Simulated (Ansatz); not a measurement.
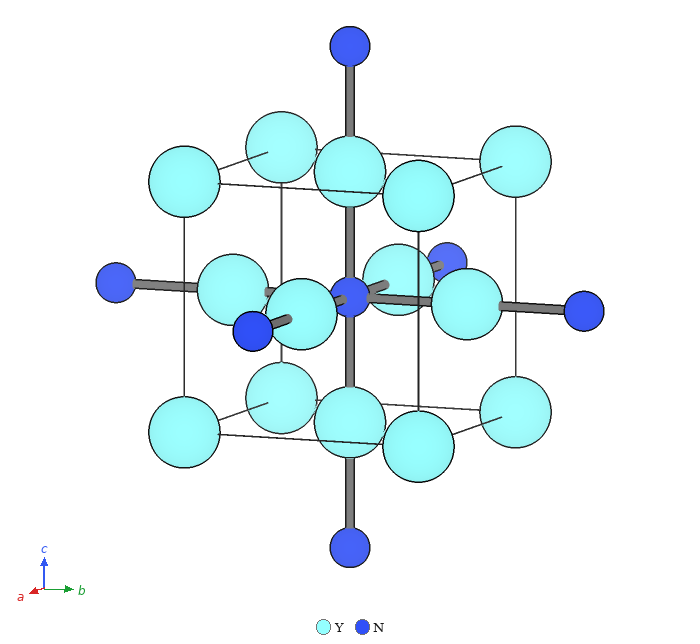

Y₄N (space group Pm-3m, No. 221). Coordinates: the input geometry of an electronic-structure calculation (not necessarily at equilibrium); the starting structure was generated, so it need not be a known form of this composition.

Bonds are taken as N–Y below 2.8 Å; no other contact counts. Simplification: prune 0- and 1-connected atoms, fold 2-connected ones into links.

What kind of net remains, and which atoms are its nodes?

Answer. A uninodal 6-connected, three-periodic net: N is a 6-connected node. Y(3c) becomes part of the edges. Y(1a) drops out.

Name the underlying net.

Answer. It is the pcu net, known from NaCl, ReO3 and the B-X framework of perovskite.

Is the net interpenetrated?

Answer. It is a single net, without interpenetration.

Give the first five terms of the coordination sequence (nodes one, two, three … edges away).

Answer. N: 6, 18, 38, 66, 102.

Give the point symbol of each node (shortest cycle at each angle).

Answer. N: 4¹²·6³.

The simplified net, drawn on the atoms' positions. Nodes are coloured by element. Edges to nodes outside the piece are drawn as stubs.

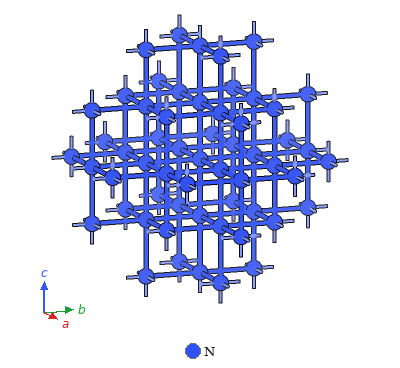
